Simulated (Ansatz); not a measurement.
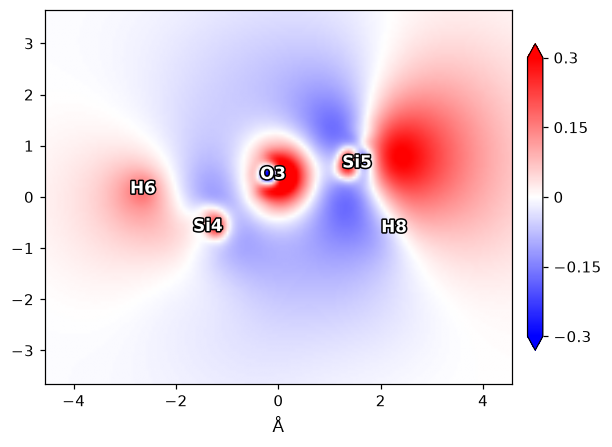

F₂H₄OSi₂ (SMILES F[SiH](F)O[SiH3]). The LUMO on the plane of atoms O3, Si4 and H6 (values in Å⁻³ᐟ²; the overall sign is arbitrary).

Geometry: B3LYP-D3(BJ)/def2-SVP.

The calculation used Ansatz 0.2.0, isolated molecule in a Gaussian basis; Kohn-Sham density functional theory, functional PBE0.

The calculation's input:

```
crystal:
  periodic: [false, false, false]
  atoms:
    - {symbol: F, position_ang: [-0.667041, 3.666198, -0.560814]}
    - {symbol: F, position_ang: [0.802060, 3.282569, 1.522968]}
    - {symbol: O, position_ang: [-0.649812, 1.279417, 0.578804]}
    - {symbol: Si, position_ang: [0.252407, 2.571570, 0.185284]}
    - {symbol: Si, position_ang: [-2.065049, 0.672671, 1.233716]}
    - {symbol: H, position_ang: [1.378855, 2.193881, -0.673530]}
    - {symbol: H, position_ang: [-1.737911, -0.595956, 1.934500]}
    - {symbol: H, position_ang: [-2.641210, 1.653402, 2.194297]}
    - {symbol: H, position_ang: [-3.034242, 0.412690, 0.135856]}
basis:
  gaussian:
    orbitals: def2-TZVPD
total_charge: 0
hamiltonian:
  xc: {name: PBE0}
output: {forces: true, orbitals: {seedname: orbitals}}
```

Run with:

```sh
ansatz run input.yaml --threads 1 --pin off --max-ram 2610MiB --events-out events.jsonl --progress --plain --runs-dir runs
```

### Describe this orbital and give its energy.

It lies mainly on Si5 (about 50 %), Si4 (about 15 %), O3 (about 10 %), H9 (about 5 %), H7 (about 5 %) and H8 (about 5 %). Its energy is −0.39 eV.
